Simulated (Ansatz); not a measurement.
**What a change does: single-point calculation on AlF$_{2}$**

System: AlF$_{2}$, multiplicity 2, SMILES [F][Al][F].
Method of the first run: UKS r2SCAN0-D4/def2-TZVP (Ansatz 0.2.0).

Text and figures count atoms from 1; the logs count them from 0 in places.

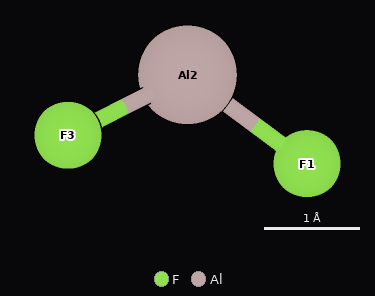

**Figure 1.** The input geometry (ball-and-stick view, seen at a tilt; atoms are numbered from 1 in the order of the input). Sticks mark near contacts. Bond lengths as drawn: Al–F 1.63 Å.

## The input, the first run
```yaml
crystal:
  periodic: [false, false, false]
  atoms:
    - { symbol: F, position_ang: [0.545697, -1.341355, 0.145627] }
    - { symbol: Al, position_ang: [0.391135, 0.277269, 0.246803] }
    - { symbol: F, position_ang: [-0.91124, 1.026912, -0.382411] }
magnetization:
  spin_polarized: true
  initial_magnetization: 1
basis:
  gaussian: { orbitals: def2-TZVP }
hamiltonian:
  xc: { name: r2SCAN0 }
  dispersion: d4
output:
  forces: true
```

Command:
```bash
ansatz run input.yaml --threads 1 --pin off --max-ram 2560MiB --backend cpu --events-out ev --progress --plain --runs-dir out
```

Hardware: 1 thread of Arm Neoverse N1, 16 GiB of memory available, shared host.

## Output (the first run)
```
Engine: ansatz 0.2.0, aarch64-unknown-linux-gnu
Functional definition: r2SCAN0
  parameter a = 0.25
  parameter k0 = 0.174
  parameter k1 = 0.065
  parameter a1 = 4.9479
  exchange = (1 - a)*r2scan_x(k0 = k0, k1 = k1, a1 = a1) + a*exact_x
  correlation = r2scan_c
591 factors; their error is unknown
mean field evaluation 1: about -12028.2826 eV, gradient 3.7e1 eV
mean field evaluation 2: about -12021.4009 eV, gradient 6.2e1 eV
mean field evaluation 4: about -12032.4553 eV, gradient 4.2e-1 eV
mean field evaluation 8: about -12032.4942 eV, gradient 6.3e-2 eV
mean field evaluation 16: about -12032.4942 eV, gradient 3.0e-5 eV
mean field -12032.49416944 eV, -442.1860048094 hartree, gradient 2.1e-5 eV, S^2 0.751241; 0 other end points of the search recorded, 0 dependent functions left out
the calculation of the forces begins
reference -12032.49418041 eV, -442.1860052126 hartree; 16, 15 occupied and 83, 84 virtual orbitals, 591 factors
Total energy: -12032.50316042 eV, -442.1863352218 hartree
Atom 0 at     0.545697    -1.341355     0.145627 Å, force    -0.024473    -0.244919    -0.041599 eV/Å
Atom 1 at     0.391135     0.277269     0.246803 Å, force     0.238985     0.180929     0.152074 eV/Å
Atom 2 at    -0.911240     1.026912    -0.382411 Å, force    -0.214512     0.063990    -0.110475 eV/Å
Dipole moment:     0.251225     0.190195     0.159862 e Å
```

The input of the second run differs as follows (lines with − go, lines with + come):
```diff
-    - { symbol: F, position_ang: [0.545697, -1.341355, 0.145627] }
+    - { symbol: F, position_ang: [1.344063, -0.830725, 0.642871] }
-    - { symbol: F, position_ang: [-0.91124, 1.026912, -0.382411] }
+    - { symbol: F, position_ang: [-0.191606, 1.665517, 0.086297] }
```

What does this change do to the results?

On the same kind of shared host the second run took about 0.019 times as long.

## Output (the second run)
```
Engine: ansatz 0.2.0, aarch64-unknown-linux-gnu
Functional definition: r2SCAN0
  parameter a = 0.25
  parameter k0 = 0.174
  parameter k1 = 0.065
  parameter a1 = 4.9479
  exchange = (1 - a)*r2scan_x(k0 = k0, k1 = k1, a1 = a1) + a*exact_x
  correlation = r2scan_c
591 factors; their error is unknown
mean field evaluation 1: about -12027.2674 eV, gradient 3.8e1 eV
mean field evaluation 2: about -12021.7240 eV, gradient 5.9e1 eV
mean field evaluation 4: about -12031.3271 eV, gradient 4.6e-1 eV
mean field evaluation 8: about -12031.3651 eV, gradient 6.6e-2 eV
mean field evaluation 16: about -12031.3651 eV, gradient 2.0e-5 eV
mean field -12031.36509731 eV, -442.1445121742 hartree, gradient 1.9e-5 eV, S^2 0.752213; 0 other end points of the search recorded, 0 dependent functions left out
the calculation of the forces begins
reference -12031.36510874 eV, -442.1445125942 hartree; 16, 15 occupied and 83, 84 virtual orbitals, 591 factors
Total energy: -12031.37411010 eV, -442.1448433878 hartree
Atom 0 at     1.344063    -0.830725     0.642871 Å, force     3.800985    -3.438075     1.692639 eV/Å
Atom 1 at     0.391135     0.277269     0.246803 Å, force    -2.300410    -1.741577    -1.463829 eV/Å
Atom 2 at    -0.191606     1.665517     0.086297 Å, force    -1.500575     5.179652    -0.228810 eV/Å
Dipole moment:     0.090454     0.068481     0.057559 e Å
```

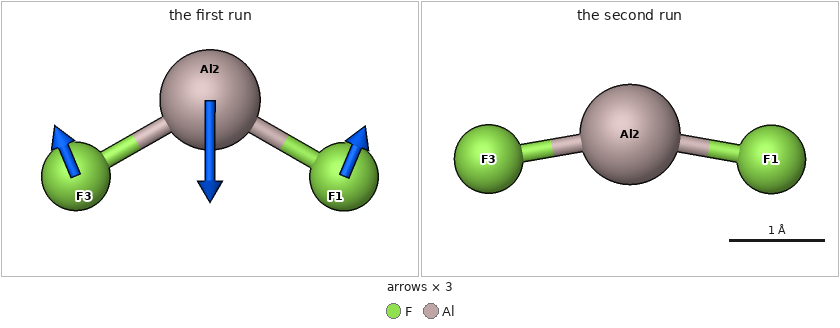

**Figure 2.** The two input geometries at one scale (ball-and-stick view, seen at a tilt). The blue arrows on the first give the shifts of the atoms after the best rigid fit, magnified 3 times. Al2 moves most after the best rigid fit: 0.36 Å. Largest moves by element: Al 0.36 Å, F 0.20 Å. Among the contacts that change: Al2–F3 1.629 → 1.514 Å.

## The two runs side by side

| quantity | the first run | the second run |
| --- | --- | --- |
| outcome | converged | converged |
| total energy (hartree) | – | −442.144843 |
| ⟨S²⟩ | – | 0.752 |
| largest force (eV/Å) | – | 5.397 |
| basis functions | – | 99 |
| wall time (shared host) | 7.9 min | 9.2 s |
